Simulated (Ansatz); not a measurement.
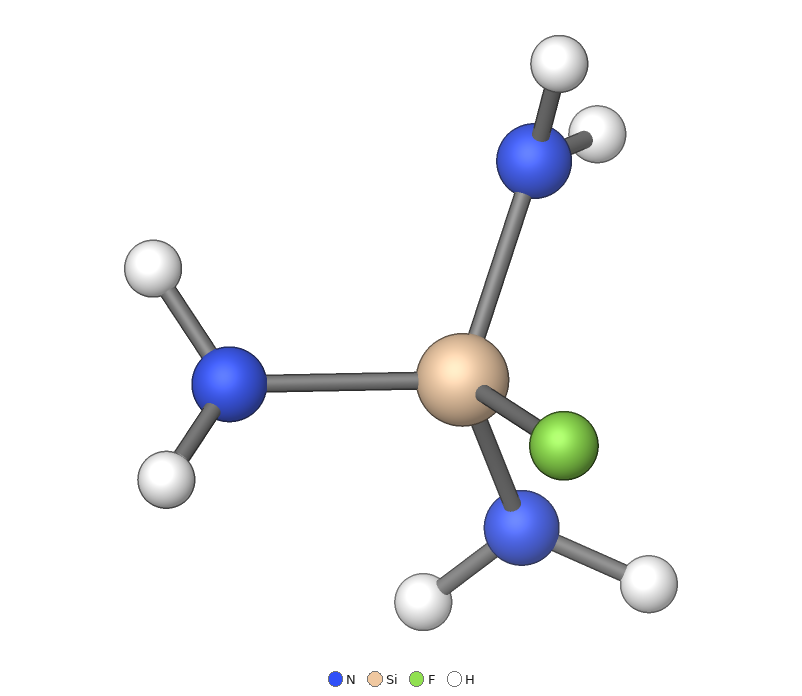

The geometry was computed by an optimisation with PBE0-D4/def2-TZVP.

Give the structural formula.

SMILES: N[Si](N)(N)F

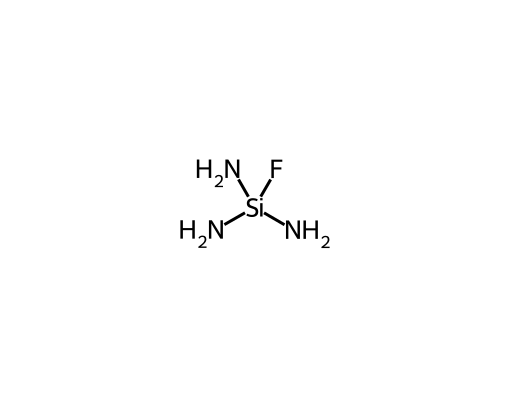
